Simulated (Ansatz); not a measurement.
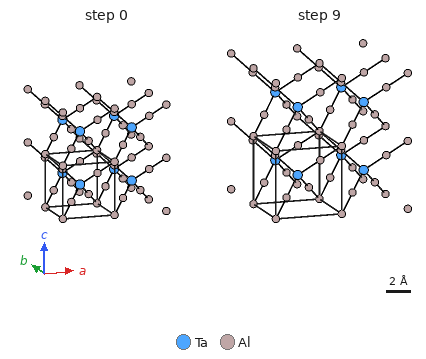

The structure of solid TaAl5 (a generated structure, set up in P-43m) (coarse preliminary run) before (left) and after (right) a relaxation, at one scale.

The picture is a ball-and-stick view of the cell of the calculation, repeated 2 × 2 × 2 with one cell outlined, seen slightly off an axis.

Method: DFT PBE, scalar-relativistic, plane waves, PAW (Ansatz).

Input file:
```yaml
crystal:
  lattice:
    - [4.5923713, 0.0, 0.0]
    - [0.0, 4.5923713, 0.0]
    - [0.0, 0.0, 4.5923713]
  atoms:
    - { symbol: Ta, position: [0.5, 0.5, 0.5] }
    - { symbol: Al, position: [0.2469783, 0.2469783, 0.2469783] }
    - { symbol: Al, position: [0.7530217, 0.7530217, 0.2469783] }
    - { symbol: Al, position: [0.7530217, 0.2469783, 0.7530217] }
    - { symbol: Al, position: [0.2469783, 0.7530217, 0.7530217] }
    - { symbol: Al, position: [0.0, 0.0, 0.0] }
basis:
  ecutwfc: 420
kpoints:
  mp_grid: { grid: [4, 4, 4] }
hamiltonian:
  xc: pbe
scf:
  occupations: { method: gaussian, width: 0.1 }
  lower_state_search: "off"
output:
  forces: true
  stress: true
  eigenvalues: true
relax:
  adjacent_minimum: "off"
  f_tol: 0.04
  max_steps: 70
  cell: { stress_tol: 0.4 }
```

Launched with:
```bash
ansatz run input.yaml --threads 1 --pin off --max-ram 2560MiB --backend cpu --events-out ev --progress --plain --runs-dir out
```

**What changed between the two?**

Over 7 accepted moves (9 points after the start) the energy falls by 2701 meV per atom. Largest force component: 1.2 eV/Å at the start, 0.002 eV/Å at the end. The pressure goes from 81.90 to 0.12 GPa. The SCF was repeated twice at an unchanged geometry on a basis and grid sized afresh for the cell, which shifted the energy by 69.3 meV per atom at most. The largest moves relative to the cell, 0.030 Å, are those of Al2, Al3, Al4 and Al5. Al3 goes along [1 1 −1]. Ta stays in place. The drawn cell changes as follows: a = b = c 4.592 → 5.860 Å (+27.6 %); the volume changes by +107.8 %. Some distances before and after: Ta1–Al2 2.013 → 2.598 Å, Al2–Al6 1.965 → 2.477 Å. The space group stays P-43m (No. 215).
